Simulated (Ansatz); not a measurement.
# Response to strain in Zr

The reference is Zr in the hcp (Mg type) structure (space group P6_3/mmc, No. 194; relaxed with 0.1 eV smearing).

```
Zr
1.0
    3.23041     0.00000     0.00000
   -1.61520     2.79762     0.00000
    0.00000     0.00000     5.17879
Zr
2
Direct
  0.66667   0.33333   0.75000
  0.33333   0.66667   0.25000
```

Strains are applied to the cell and any free atomic positions relax.

The values are results of PBE (Ansatz, a program for electronic structure, PAW, spin-orbit coupling left out), not measurements.

Notes on the quantities. energy relative to the base: free energy F.

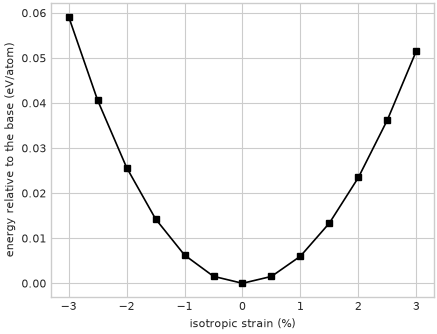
Energy relative to the base against isotropic strain

Question: From the plot, what is the energy relative to the base for isotropic strain +2.50 %?

Answer: About 0.036 eV/atom.

Question: Is the trend monotonic over the range shown?

Answer: No, it turns within the range, spanning 0 meV/atom to +59 meV/atom.

No phonon test of stability was made. The final runs are not spin-polarised.
